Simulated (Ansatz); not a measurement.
# YSi2Ru2: relaxing cell and atoms at 20 GPa, part 2 of 2

Wanted: the geometry at rest of YSi2Ru2 (a database structure at a slightly changed volume), relaxing cell and atoms at 20 GPa, and its electronic structure there.

Ansatz 0.2.0; DFT, PBEsol, no spin polarisation, plane waves, PAW. Relaxing cell and atoms at 20 GPa.

### 3 The log goes on: semilocal partner

The COD entry's cell or inner coordinates are ideal or old and differ from later refinements, so a difference from it is no clean test against experiment.

The log, continued:

```text
relax step   4: F+E_penalty+E_count = -16675.32192838 eV  Δ(F+E_penalty+E_count) = +4.645e-2 eV  max|allowed force component| = 1.353e-1 eV/Å  Δτ_max = 0.0031 Å  P = +19.832 GPa  Ω = 73.741 Å³  energy of the carried Pulay correction = +1.466e-3 eV  (6 SCF iters, dr2 threshold 5.00e-7 eV, accepted)
Crystal: 5 atoms, lattice volume = 73.768 Å³
iter 1 solved again at ethr=1.61e-6 eV; its pass at ethr=3.10e-3 eV (dr2=8.22e-4 eV) is discarded
SCF iter   1: F=—  HF=-16675.326105 eV  |F-HF|=—  |Δ(HF+E_count)|=         —  Δρ=6.58e-4  dr2=8.18e-4  ethr=1.61e-6  ⟨swp⟩=2.4  Hψ=5068  notcnv=0
preconditioner: auto → Kerker (q_TF=auto, 2.566 Å⁻¹)  [metal: Δε(μ)=0.059 eV  Ē_g=9.618 eV  σ=0.053 eV  W_gap=0.27  n_scr=14 (ndim 8)  ℏωp=24.8 eV  f_vac=0.000  D(μ)=1.52/eV (n_scr^D=10)]
SCF iter   2: F=—  HF=-16675.326010 eV  |F-HF|=—  |Δ(HF+E_count)|=   9.48e-5  Δρ=3.41e-4  dr2=2.48e-4  ethr=1.60e-6  ⟨swp⟩=1.0  Hψ=1241  notcnv=0
SCF iter   3: F=—  HF=-16675.325960 eV  |F-HF|=—  |Δ(HF+E_count)|=   5.03e-5  Δρ=4.81e-5  dr2=5.53e-6  ethr=4.87e-7  ⟨swp⟩=2.1  Hψ=1635  notcnv=0
iter 4 did not close the SCF: its close was put off for the readings that it lacked (scf_convergence_deferred on its scf_iter line)
SCF iter   4: F=-16675.325959 eV  HF=-16675.325959 eV  |F-HF|=1.34e-7  |Δ(HF+E_count)|=   1.31e-6  Δρ=1.35e-5  dr2=2.12e-7  ethr=1.08e-8  ⟨swp⟩=2.0  Hψ=1744  notcnv=0
iter 5 did not close the SCF: its close was put off for the readings that it lacked (scf_convergence_deferred on its scf_iter line)
SCF iter   5: F=-16675.325959 eV  HF=-16675.325959 eV  |F-HF|=3.03e-9  |Δ(HF+E_count)|=   4.90e-8  Δρ=2.45e-6  dr2=5.62e-9  ethr=4.16e-10  ⟨swp⟩=2.3  Hψ=1800  notcnv=0
SCF iter   6: F=-16675.325959 eV  HF=-16675.325959 eV  |F-HF|=1.86e-10  |Δ(HF+E_count)|=   1.00e-9  Δρ=6.07e-7  dr2=3.07e-10  ethr=1.10e-11  ⟨swp⟩=5.0  Hψ=7076  notcnv=0
SCF 5 converged in 6 iterations: F = -16675.325959 eV  dr2 = 3.07e-10
relax step   5: F+E_penalty+E_count = -16675.32595862 eV  Δ(F+E_penalty+E_count) = -4.030e-3 eV  max|allowed force component| = 1.625e-2 eV/Å  Δτ_max = 0.0055 Å  P = +19.953 GPa  Ω = 73.768 Å³  energy of the carried Pulay correction = +1.460e-3 eV  (6 SCF iters, dr2 threshold 5.00e-7 eV, accepted)
Crystal: 5 atoms, lattice volume = 73.747 Å³
iter 1 solved again at ethr=3.07e-8 eV; its pass at ethr=3.10e-3 eV (dr2=1.57e-5 eV) is discarded
SCF iter   1: F=—  HF=-16675.323317 eV  |F-HF|=—  |Δ(HF+E_count)|=         —  Δρ=9.57e-5  dr2=1.60e-5  ethr=3.07e-8  ⟨swp⟩=2.1  Hψ=5873  notcnv=0
preconditioner: auto → Kerker (q_TF=auto, 2.566 Å⁻¹)  [metal: Δε(μ)=0.055 eV  Ē_g=9.616 eV  σ=0.053 eV  W_gap=0.25  n_scr=14 (ndim 8)  ℏωp=24.8 eV  f_vac=0.000  D(μ)=1.51/eV (n_scr^D=10)]
SCF iter   2: F=—  HF=-16675.323316 eV  |F-HF|=—  |Δ(HF+E_count)|=   2.94e-7  Δρ=4.58e-5  dr2=3.98e-6  ethr=3.07e-8  ⟨swp⟩=1.1  Hψ=1242  notcnv=0
SCF iter   3: F=—  HF=-16675.323315 eV  |F-HF|=—  |Δ(HF+E_count)|=   8.68e-7  Δρ=1.03e-5  dr2=2.42e-7  ethr=7.81e-9  ⟨swp⟩=1.8  Hψ=1371  notcnv=0
iter 4 did not close the SCF: its close was put off for the readings that it lacked (scf_convergence_deferred on its scf_iter line)
SCF iter   4: F=-16675.323315 eV  HF=-16675.323315 eV  |F-HF|=3.45e-9  |Δ(HF+E_count)|=   5.63e-8  Δρ=2.30e-6  dr2=5.33e-9  ethr=4.74e-10  ⟨swp⟩=2.2  Hψ=1624  notcnv=0
iter 5 did not close the SCF: its close was put off for the readings that it lacked (scf_convergence_deferred on its scf_iter line)
SCF iter   5: F=-16675.323315 eV  HF=-16675.323315 eV  |F-HF|=2.33e-10  |Δ(HF+E_count)|=   1.59e-9  Δρ=7.64e-7  dr2=3.31e-10  ethr=1.05e-11  ⟨swp⟩=2.0  Hψ=2262  notcnv=0
SCF iter   6: F=-16675.323315 eV  HF=-16675.323315 eV  |F-HF|=1.46e-11  |Δ(HF+E_count)|=  8.00e-11  Δρ=1.03e-7  dr2=1.03e-11  ethr=1.00e-12  ⟨swp⟩=4.6  Hψ=6347  notcnv=0
SCF 6 converged in 6 iterations: F = -16675.323315 eV  dr2 = 1.03e-11
relax step   6: F+E_penalty+E_count = -16675.32331533 eV  Δ(F+E_penalty+E_count) = +2.643e-3 eV  max|allowed force component| = 7.225e-4 eV/Å  Δτ_max = 0.0006 Å  P = +20.000 GPa  Ω = 73.747 Å³  energy of the carried Pulay correction = +1.464e-3 eV  (6 SCF iters, accepted)
Basis set: ecut = 420 eV, 1411 PW (Γ), exchange–correlation on 54×54×80 points (8 copies of the dense FFT grid, shifted against one another)
Initial wavefunctions: pseudopotential atomic-orbital guess (no wavefunctions were taken with the density)
iter 1 solved again at ethr=1.33e-7 eV; its pass at ethr=3.10e-3 eV (dr2=6.76e-5 eV) is discarded
SCF iter   1: F=—  HF=-16675.321803 eV  |F-HF|=—  |Δ(HF+E_count)|=         —  Δρ=1.55e-4  dr2=2.73e-6  ethr=1.33e-7  ⟨swp⟩=3.0  Hψ=8663  notcnv=0
preconditioner: auto → Kerker (q_TF=auto, 2.566 Å⁻¹)  [metal: Δε(μ)=0.056 eV  Ē_g=9.616 eV  σ=0.053 eV  W_gap=0.25  n_scr=14 (ndim 8)  ℏωp=24.8 eV  f_vac=0.000  D(μ)=1.51/eV (n_scr^D=10)]
SCF iter   2: F=—  HF=-16675.321771 eV  |F-HF|=—  |Δ(HF+E_count)|=   3.14e-5  Δρ=7.96e-5  dr2=6.48e-7  ethr=5.35e-9  ⟨swp⟩=2.0  Hψ=2131  notcnv=0
SCF iter   3: F=—  HF=-16675.321771 eV  |F-HF|=—  |Δ(HF+E_count)|=   2.59e-7  Δρ=6.75e-6  dr2=6.14e-9  ethr=1.27e-9  ⟨swp⟩=2.9  Hψ=2253  notcnv=0
SCF iter   4: F=—  HF=-16675.321771 eV  |F-HF|=—  |Δ(HF+E_count)|=   3.50e-9  Δρ=4.55e-7  dr2=1.12e-10  ethr=1.20e-11  ⟨swp⟩=2.0  Hψ=2152  notcnv=0
iter 5 did not close the SCF: its close was put off for the readings that it lacked (scf_convergence_deferred on its scf_iter line)
SCF iter   5: F=-16675.321771 eV  HF=-16675.321771 eV  |F-HF|=1.09e-11  |Δ(HF+E_count)|=  3.64e-12  Δρ=6.33e-8  dr2=4.41e-12  ethr=1.00e-12  ⟨swp⟩=1.0  Hψ=1240  notcnv=0
SCF iter   6: F=-16675.321771 eV  HF=-16675.321771 eV  |F-HF|=3.64e-12  |Δ(HF+E_count)|=    0.00e0  Δρ=1.84e-8  dr2=6.06e-13  ethr=1.00e-12  ⟨swp⟩=4.1  Hψ=5212  notcnv=0
SCF 7 converged in 6 iterations: F = -16675.321771 eV  dr2 = 6.06e-13
relax step   7: F+E_penalty+E_count = -16675.32177145 eV  Δ(F+E_penalty+E_count) = +1.544e-3 eV  max|allowed force component| = 5.194e-4 eV/Å  Δτ_max = 0.0000 Å  P = +20.006 GPa  Ω = 73.747 Å³  stress off target by 8.46e-3 GPa  SCF on the basis re-selected at this cell (its energy is not comparable with the rows above)  (6 SCF iters)
basis re-selected at this cell: Δ(F+E_penalty+E_count) = +1.544e-3 eV, ΔP = +0.006 GPa vs the last step (what re-selecting the basis moved, of the pressure what is left beyond the Pulay correction that the steps carried, after the strain that the cell walked since its last selection, with what the two solves' SCF thresholds leave and, on support functions, any second-order correction that the steps lacked; it is no measure of the basis error at this ecutwfc). The dense FFT grid was sized anew with the basis: this SCF ran on 27×27×40 points, the steps before it on 30×30×40, so part of this shift can come from that change (see relax.cell in the input reference). This SCF's stress stands 8.46e-3 GPa from its target on what of the cell is left free (relax.cell.stress_tol is 5.00e-2 GPa) and its largest allowed force component is 5.19e-4 eV/Å (relax.f_tol is 1.00e-2 eV/Å): within both
SCF converged after 6 iterations
Free energy (F): -16675.321771 eV
Harris-Foulkes:  -16675.321771 eV  (|F-HF|=3.64e-12)
Internal energy: -16675.306290 eV  (E = F + TS)
E sigma→0 (E₀):  -16675.314031 eV
Entropy (-TS):   -0.015482 eV (-3.096 meV/atom)
Fermi energy:    16.637582 eV
--- Per-component energies (eV) ---
  E_band       = -256.571229
  E_kinetic    = 1442.639777
  E_local      = -4320.576417  (includes V_loc(G=0)·N_el)
  E_nonlocal   = 797.019724
  E_hartree    = 1558.469693
  E_xc         = -671.937756
  E_vxc        = -784.786432  (∫ρ·V_xc dr)
  E_paw        = -10572.794789  (= ΣΔE_a)
  E_vpaw       = -507.806925  (= ΣTr[D̂ρ^β])
  E_aug_tail   = -0.000381  (compensation charges beyond the density's cutoff)
  E_ewald      = -4908.844626
  E_core_change = 0.718486  (= ΣΔE_core)
  E_smearing   = -0.015482  (= −TS)
  E_closure    = -0.000000  (closes the sum)
  Σ components = -16675.321771   (vs F -16675.321771, Δ=0.00e0)
--- Forces (eV/Å), atoms counted from 1 ---
  atom   1  Y      0.00000000    -0.00000000     0.00000000
  atom   2  Ru    -0.00000000     0.00000000    -0.00000000
  atom   3  Ru     0.00000000    -0.00000000     0.00000000
  atom   4  Si     0.00000000     0.00000000    -0.00051943
  atom   5  Si    -0.00000000    -0.00000000     0.00051943
  max |Σ_I F_I| component: 2.78e-17 eV/Å
--- Stress (GPa, compression-positive) ---
       20.008462       0.000000       0.000000
        0.000000      20.008462       0.000000
        0.000000       0.000000      19.999685
  P = ⅓ Tr σ = 20.0055 GPa (200.055 kbar)
--- Band table (eV; the first three rows and the last of 40) ---
  k-point 0: bands = ["-55.3672", "-55.3029", "-25.6616", "-25.6616", "-25.4188", "-25.3396", "-25.3396", "-25.3372", "-25.0450", "-5.1701", "-5.1701", "-5.1229", "5.7430", "8.9848", "10.4141", "12.2962", "12.2962", "12.3010", "14.8887", "15.0116", "15.0116", "15.7449", "16.0735", "16.2551", "16.2551", "16.2724", "16.7676", "18.4662", "19.9047", "19.9718", "19.9718"]
  k-point 1: bands = ["-55.3672", "-55.3029", "-25.6617", "-25.6617", "-25.4319", "-25.3396", "-25.3396", "-25.3370", "-25.0313", "-5.1686", "-5.1686", "-5.1310", "5.8893", "8.6974", "10.6126", "12.2802", "12.2802", "12.3193", "14.4787", "14.8702", "14.8702", "14.9570", "16.3921", "16.3921", "16.4418", "16.6891", "17.3535", "18.4661", "19.7589", "20.3227", "20.3227"]
  k-point 2: bands = ["-55.3672", "-55.3029", "-25.6618", "-25.6618", "-25.4585", "-25.3395", "-25.3395", "-25.3367", "-25.0033", "-5.1654", "-5.1654", "-5.1491", "6.2838", "8.1838", "10.7707", "12.2529", "12.2529", "12.3613", "13.9403", "14.2443", "14.5631", "14.5631", "16.7095", "16.7694", "16.7694", "17.1683", "18.4658", "18.5847", "19.4585", "20.8902", "21.1464"]
  k-point 39: bands = ["-55.3362", "-55.3330", "-25.7096", "-25.7074", "-25.3770", "-25.3744", "-25.3236", "-25.3073", "-25.0185", "-5.2891", "-5.2668", "-5.1120", "7.2689", "9.8875", "11.0342", "11.3111", "13.2625", "13.4935", "13.5684", "13.7770", "14.3946", "14.4734", "15.0252", "15.5126", "16.0337", "16.0898", "16.1299", "18.7142", "19.1267", "20.9014", "21.4734"]
--- Relaxed structure (6 steps of the walk, 6 accepted, 1 SCFs on fresh bases) ---
  F+E_penalty+E_count = -16675.32177145 eV   max|allowed force component| = 5.194e-4 eV/Å   (the final SCF, on the basis selected at the relaxed cell)
  cell:  # Å, volume = 73.7467 Å³
    - [-5.583119541188583e-15, 4.0114170052553115, 2.1182811651306899e-7]
    - [4.0114170052553115, -5.583119528046293e-15, 2.1182811651553777e-7]
    - [2.005708744637321, 2.005708744637321, -4.582968822601173]
  atoms:
    - { symbol: Y, position: [-6.265248167801403e-27, -3.9639081607126205e-35, -2.8832476417327077e-34] }
    - { symbol: Ru, position: [0.75, 0.25, 0.5] }
    - { symbol: Ru, position: [0.25, 0.75, 0.5] }
    - { symbol: Si, position: [0.3728364800056907, 0.3728364800056907, 0.2543270399886186] }
    - { symbol: Si, position: [0.6271635199943093, 0.6271635199943093, 0.7456729600113813] }
--- Löwdin populations: 5 sites ---
  site symbol       q [e]
     0      Y     10.5823
     1     Ru     16.0289
     2     Ru     16.0289
     3     Si      4.0006
     4     Si      4.0006
  spilling = 0.007033 (of n_electrons = 51.000000)
--- Bader charges: 5 sites ---
  site symbol  charge [e]  shift [e]
     0      Y      1.6289     0.0000
     1     Ru     -1.2893     0.0296
     2     Ru     -1.2894     0.0296
     3     Si      0.4749     0.0296
     4     Si      0.4749     0.0296
  estimated error of the sums over rays = 8.6e-4 e
```

Run time: 55 s. Hardware: 2 threads of Arm Neoverse V1, shared host; peak memory 0.44 GiB.

Relaxation path:

```csv
step,energy from step 1 (eV/cell),largest force component (eV/Å),pressure (GPa),volume (Å³)
1,0.0000,1.0860,-0.26,80.59
2,0.9472,0.0698,33.60,70.29
3,0.3207,0.2661,18.29,74.14
4,0.3671,0.1353,19.83,73.74
5,0.3631,0.0162,19.95,73.77
6,0.3658,0.0007,20.00,73.75
7,0.3673,0.0005,20.01,73.75
```

Step 1 is the start. Step 7 repeats the geometry before on a plane-wave basis chosen anew for that cell, so the energy can jump there without any move; the table keeps such jumps.

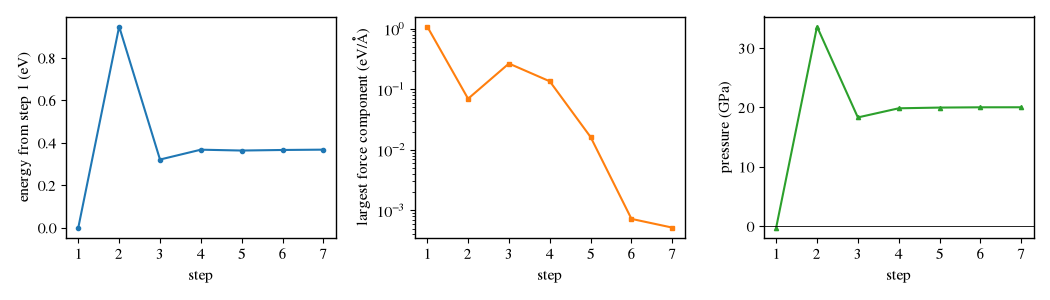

How energy and force, and the pressure, went from step to step.

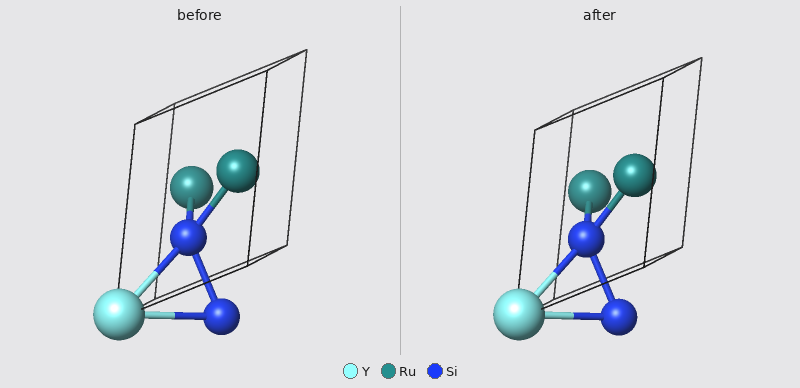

The structure before (left) and after (right), drawn at the same scale. Each atom of the cell is drawn once.

| input's cell | before | after | change |
| --- | --- | --- | --- |
| a (Å) | 4.126 | 4.011 | -2.8 % |
| b (Å) | 4.126 | 4.011 | -2.8 % |
| c (Å) | 5.561 | 5.390 | -3.1 % |
| α (°) | 68.23 | 68.15 | -0.07° |
| β (°) | 68.23 | 68.15 | -0.07° |
| volume (Å³/atom) | 16.12 | 14.75 | -8.5 % |

The largest move, 0.02 Å, apart from the change of the cell, is shared by several atoms, Si5 among them.

With a target pressure of 20 GPa the walk minimises the enthalpy, not the energy.

### 4 Density of states

Counts of states in windows (eV from the Fermi level; tetrahedra), total and projected:

```csv
from,to,total,Ru d,Si s,Si p,Y d
-4.5,-4.0,1.88,1.09,0.01,0.57,0.13
-4.0,-3.5,1.75,1.07,0.02,0.42,0.15
-3.5,-3.0,3.43,2.15,0.05,0.79,0.26
-3.0,-2.5,1.50,0.96,0.04,0.31,0.10
-2.5,-2.0,2.39,1.70,0.04,0.37,0.17
-2.0,-1.5,2.51,1.77,0.03,0.38,0.20
-1.5,-1.0,2.48,1.90,0.03,0.26,0.18
-1.0,-0.5,2.06,1.48,0.03,0.27,0.17
-0.5,0.0,1.38,0.75,0.03,0.22,0.28
0.0,0.5,0.99,0.43,0.03,0.16,0.26
0.5,1.0,0.80,0.32,0.02,0.14,0.24
1.0,1.5,0.78,0.31,0.02,0.13,0.24
1.5,2.0,1.01,0.44,0.01,0.16,0.31
2.0,2.5,1.37,0.66,0.01,0.24,0.36
2.5,3.0,1.53,0.56,0.03,0.21,0.62
```

The bands computed are complete only to about 3.3 eV above the Fermi level.

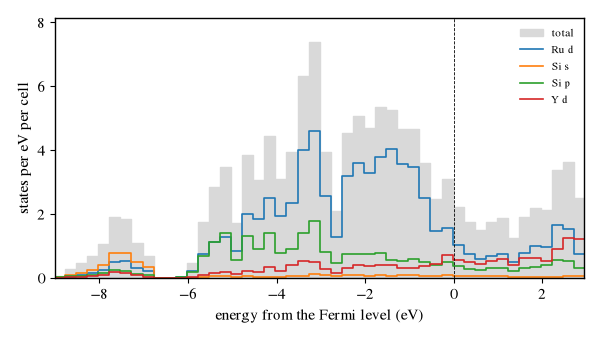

Total and projected density of states, in bins of 0.25 eV.

### 5 Charges

Gathered by element (positive charge: electrons given up): Löwdin charges also hold the electrons that the projection spills.

```csv
element,atoms,Bader charge (e),Bader volume (Å³),Löwdin charge (e)
Y,1,+1.63,13.8,+0.42
Ru,2,-1.29,18.2,-0.03
Si,2,+0.47,11.8,0.00
```

The Löwdin projection spills 0.7 % of the electrons and depends on the orbitals chosen; where it disagrees with Bader's partition, neither is an observable.

### 6 Real-space fields

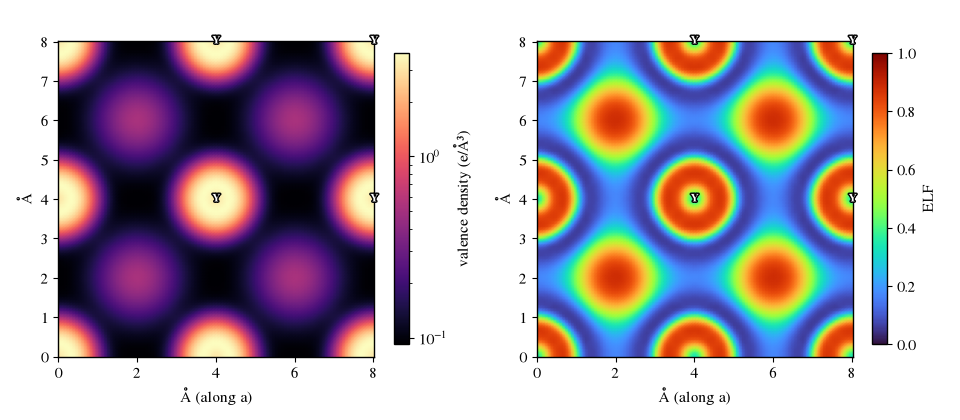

Valence density (left, log scale) and ELF (right) in the plane spanned by a and b at height 0.000 along c (axes of the input's cell); atoms within 0.2 Å are lettered, 2×2 cells. These are the smooth PAW fields, not the true ones near the nuclei.

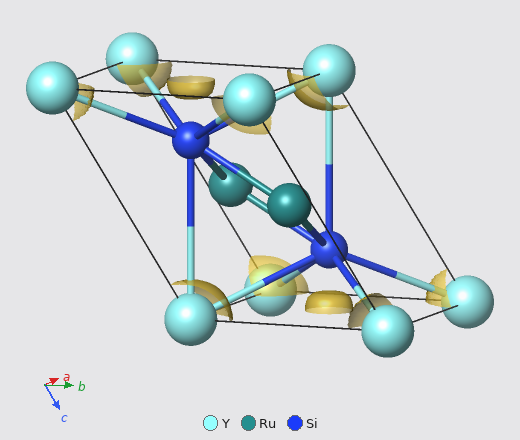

Surface of ELF = 0.80 in one cell.

Along short contacts, where the density is least:

```csv
contact,length (Å),minimum at (fraction),density (e/Å³),ELF
Ru2–Si4,2.300,none clear,–,–
Si4–Si5,2.331,none clear,–,–
```

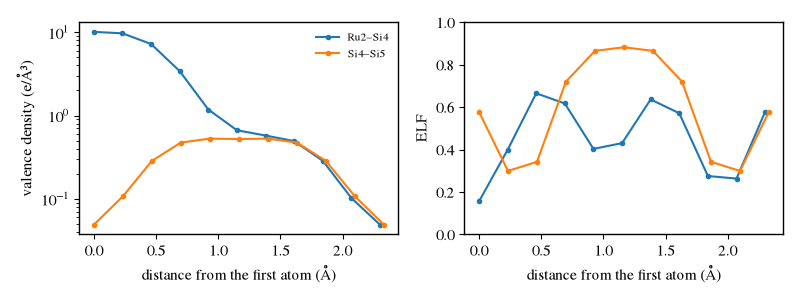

Smooth valence density and ELF along the contacts, at tenths of each length.

### 7 What came out

This closing draws on all 2 parts.

| quantity | value |
| --- | --- |
| moves | 5 |
| largest move | 0.02 Å (Si) |
| space group (0.01 Å), before / after | I4/mmm / I4/mmm |
| cell | a = 4.011 Å, b = 4.011 Å, c = 5.390 Å, α = 68.15°, β = 68.15°, γ = 90.00° |
| volume | 14.75 Å³/atom (-8.5 %) |
| pressure at the end | 20.01 GPa |
| character | metal |
| density of states, mean within 0.25 eV of the Fermi level | 2.6 per eV per cell |
| Bader charges | Y +1.63, Ru -1.29, Si +0.47 e |

**Reading.** The volume shrank by 8.5 %, and the largest move of an atom is 0.02 Å apart from the change of the cell. The run held to 16 symmetry operations, so a lower structure without them is not ruled out. Bands cross the Fermi level: a metal; within 0.25 eV of the Fermi level the density of states averages 2.6 per eV per cell, mostly Ru d (47 %), Y d (25 %) and Si p (16 %). Y loses most charge (+1.63 e on average) and Ru gains most (-1.29 e).
